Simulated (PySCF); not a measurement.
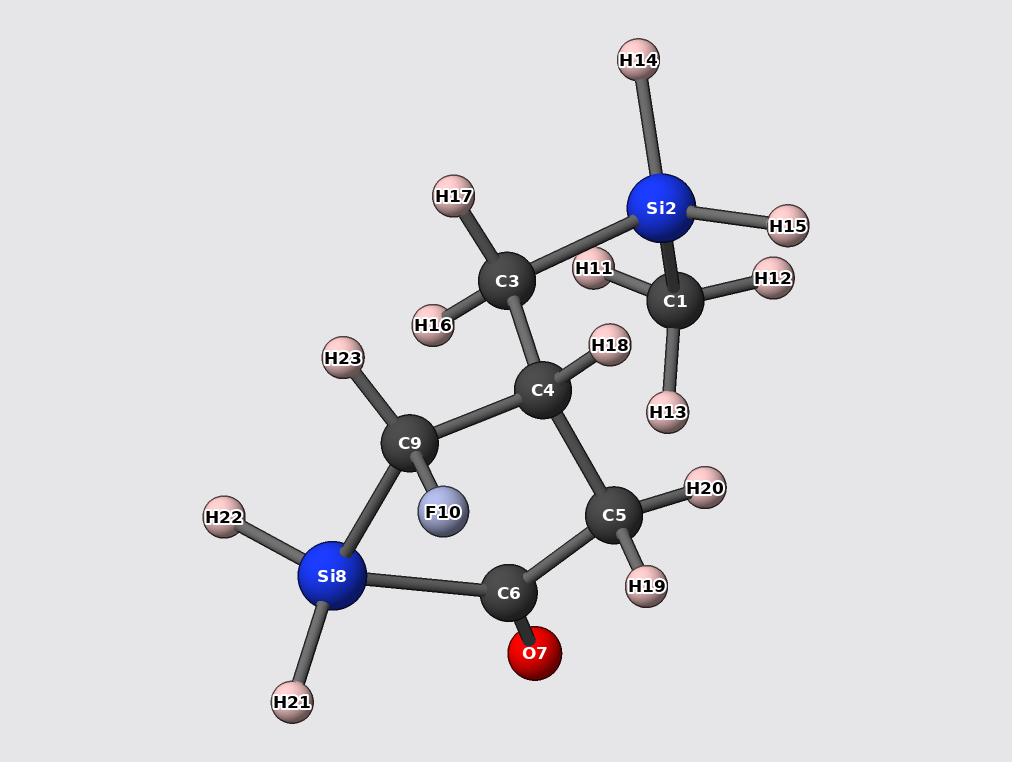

The questions are on isotropic NMR shieldings of the C atoms. The computed structure is the end point of a GFN2-xTB optimisation. No frequency run is at hand to confirm it as a minimum. Method: GIAO PBE0/pcSseg-1 NMR shielding, non-relativistic, gas phase (PySCF 2.14.0).

### Which C atom is the most shielded (lowest chemical shift)?

C1 (192.9 ppm).

### Which C atom is the least shielded (highest chemical shift)?

C6 (−67.5 ppm).

### How wide is the range of C shifts?

260.4 ppm.

Give the isotropic NMR shieldings of the C atoms atom by atom.

| atom | σ (ppm) |
| --- | --- |
| C1 | 192.9 |
| C3 | 172.3 |
| C4 | 143.0 |
| C5 | 132.2 |
| C6 | −67.5 |
| C9 | 89.8 |

The geometry is semi-empirical. Around Si such bond lengths and angles can be off by a tenth of an ångström or more and by several degrees, and values that hang on the shape move with them.
